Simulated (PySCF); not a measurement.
# BHBr (SMILES [BH]Br) at U-wB97X-V/STO-3G

What is the vertical doublet–quartet gap of BHBr at U-wB97X-V/STO-3G? Input form: a Python script.

The calculation is run with PySCF 2.14.0.

19 further runs of the same task are left out: 8 that didn't finish, 11 set aside as unsound or not needed.

**1. The structure to begin with**

BHBr: 3 atoms, total charge 0, spin state doublet. SMILES: `[BH]Br`. The shape is that of a PBE0-D4/def2-TZVP optimisation.

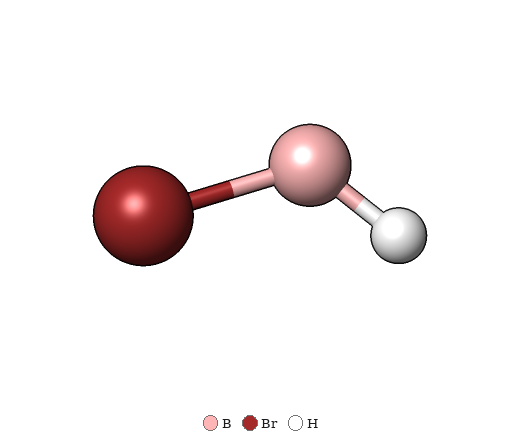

The structure, seen from a chosen angle (boron pink, bromine red, hydrogen white).

**2. A single-point energy at U-wB97X-V/STO-3G**

Contents of input.py:

```python
from pyscf import gto, dft

molecule = gto.M(
    atom='''
B     -0.094500    -0.523000    -0.115700
Br     1.181000     0.563200     0.709800
H     -1.097400    -0.105000    -0.607300
''',
    verbose=3,
    basis='sto-3g',
    max_memory=1860,
    spin=1,
)

ks = dft.UKS(molecule)
ks.xc = 'wb97x-v'
ks.nlcgrids.level = 1
ks.conv_tol = 1e-10
ks.grids.level = 5
ks.kernel()
if not ks.converged:
    ks = ks.newton().run(ks.mo_coeff, ks.mo_occ)

etot = ks.e_tot
print(f'total energy: {etot:.8f} hartree')
```

The run is started by

```
$ OMP_NUM_THREADS=1 python input.py
```

What it wrote:

```text
WARN: HOMO -0.149741465950439 >= LUMO -0.149741465950438

converged SCF energy = -2570.89180610022  <S^2> = 0.75177137  2S+1 = 2.0017706
total energy: -2570.89180610 hartree
```

Wall time 13 s (1 thread of Arm Neoverse V1, shared host); peak memory 0.21 GiB.

**3. The quartet, same level**

Contents of input.py:

```python
from pyscf import gto, dft

molecule = gto.M(
    atom='''
B       -0.094500      -0.523000      -0.115700
Br       1.181000       0.563200       0.709800
H       -1.097400      -0.105000      -0.607300
''',
    verbose=4,
    max_memory=1860,
    basis='sto-3g',
    spin=3,
)

mf = dft.UKS(molecule, xc='wb97x-v')
mf.conv_tol = 1e-10
mf.grids.level = 5
mf.nlcgrids.level = 1
mf.kernel()
if not mf.converged:
    mf = mf.newton().run(mf.mo_coeff, mf.mo_occ)

e_tot = mf.e_tot
print(f'total energy: {e_tot:.8f} hartree')
```

The run is started by

```
$ OMP_NUM_THREADS=1 python input.py
```

What it wrote:

```text
PySCF version 2.14.0

[INPUT] num. atoms = 3
[INPUT] num. electrons = 41
[INPUT] charge = 0
[INPUT] spin (= nelec alpha-beta = 2S) = 3
[INPUT] symmetry False subgroup None
[INPUT] Mole.unit = angstrom
[INPUT] Symbol           X                Y                Z      unit          X                Y                Z       unit  Magmom
[INPUT]  1 B     -0.094500000000  -0.523000000000  -0.115700000000 AA   -0.178579118771  -0.988326763148  -0.218641312612 Bohr   0.0
[INPUT]  2 Br     1.181000000000   0.563200000000   0.709800000000 AA    2.231766553111   1.064293753355   1.341327603216 Bohr   0.0
[INPUT]  3 H     -1.097400000000  -0.105000000000  -0.607300000000 AA   -2.073785449098  -0.198421243079  -1.147630675448 Bohr   0.0

nuclear repulsion = 58.6237283812187
number of shells = 12
number of NR pGTOs = 72
number of NR cGTOs = 24
basis = sto-3g
ecp = {}

[... 45 lines left out ...]
[... the frontier-level lines of each cycle are left out ...]
[... 9 lines left out ...]
[... 13 lines left out ...]
[... 5 lines left out ...]
[... 5 lines left out ...]
[... 5 lines left out ...]
[... 5 lines left out ...]
[... 5 lines left out ...]

cycle= 11 E= -2570.65886022182  delta_E= -4.84e-09  |g|= 9.47e-06  |ddm|= 0.000223


cycle= 12 E= -2570.65886022222  delta_E= -4.01e-10  |g|= 1.6e-06  |ddm|= 7.96e-05


cycle= 13 E= -2570.65886022223  delta_E= -1e-11  |g|= 4.48e-07  |ddm|= 1.29e-05


Extra cycle  E= -2570.65886022223  delta_E= 1.82e-12  |g|= 2.45e-07  |ddm|= 1.47e-06
converged SCF energy = -2570.65886022223  <S^2> = 3.7508532  2S+1 = 4.0004266
total energy: -2570.65886022 hartree
```

Wall time 16 s (1 thread of Arm Neoverse V1, shared host); peak memory 0.21 GiB.

**4. Results**

Level: U-wB97X-V/STO-3G.

| quantity | value |
| --- | --- |
| doublet: total energy | -2570.89181 Eh |
| doublet: dipole moment | 0.33 D |
| doublet: HOMO energy (highest over α and β) | -5.86 eV |
| doublet: LUMO energy (lowest over α and β) | 3.85 eV |
| doublet: ⟨S²⟩ | 0.752 |
| quartet: total energy | -2570.65886 Eh |
| quartet: dipole moment | 2.82 D |
| quartet: HOMO energy (highest over α and β) | -2.57 eV |
| quartet: ⟨S²⟩ | 3.751 |
| vertical energy of the quartet above the doublet | 6.339 eV |

In words: At this shape the quartet lies 6.34 eV (612 kJ/mol) above the doublet. In a minimal basis such a difference can be off by several eV, whatever the method. Mulliken charges (doublet) run from -0.04 on H3 to +0.06 on B1. Mulliken charges (quartet) run from -0.28 on B1 to +0.31 on Br2; they depend strongly on the basis.
